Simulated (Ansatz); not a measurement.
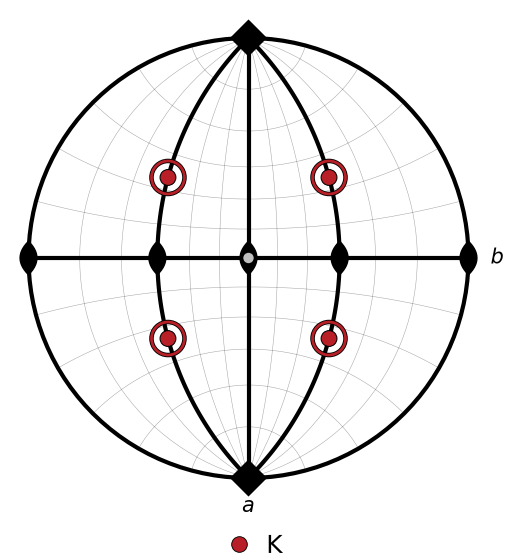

Crystal: K4BeCl3, the end point of a relaxation with Ansatz 0.2.0, DFT PBE, scalar-relativistic, plane waves, PAW; the starting structure was generated, so it need not be a known form of this composition. Directions from one chlorine atom at (1/2, 0, 0) to its bonded neighbours, in stereographic projection down c (filled: above the plane of the page or in it, open: below). All values are computed from the atomic coordinates in the standard setting (tolerance 0.002 Å).

Neighbours are counted up to 3.72 Å for K; other elements are left out. The symmetry elements of the site are drawn in: heavy lines are mirror planes (a heavy rim: a mirror in the plane of the page); lens, triangle, square and hexagon are 2-, 3-, 4- and 6-fold axes, a lens in an open square is −4, a triangle in an open hexagon −6; thin dashed diameters join the ends of axes that lie in the page; a small open circle marks inversion.

```
CELL_PARAMETERS angstrom
7.82630 0.00000 0.00000
0.00000 7.82630 0.00000
0.00000 0.00000 7.82630
ATOMIC_POSITIONS crystal
K 0.25000 0.25000 0.25000
K 0.25000 0.25000 0.75000
K 0.25000 0.75000 0.25000
K 0.75000 0.25000 0.25000
Be 0.00000 0.00000 0.00000
Cl 0.50000 0.00000 0.00000
Cl 0.00000 0.50000 0.00000
Cl 0.00000 0.00000 0.50000
K 0.75000 0.75000 0.75000
K 0.75000 0.75000 0.25000
K 0.75000 0.25000 0.75000
K 0.25000 0.75000 0.75000
Be 0.50000 0.50000 0.50000
Cl 0.00000 0.50000 0.50000
Cl 0.50000 0.00000 0.50000
Cl 0.50000 0.50000 0.00000
```

How many neighbours are there, and at what angles?

8: 8 K at 3.39 Å. Angles between bonds: 71° (12×), 109° (12×), 180° (4×).

What is the site's symmetry in the crystal?

Point group 4/mmm (D4h), order 16: one fourfold axis, four twofold axes, five mirror planes, an inversion centre. In Im-3m, No. 229 this is Wyckoff position 6b.
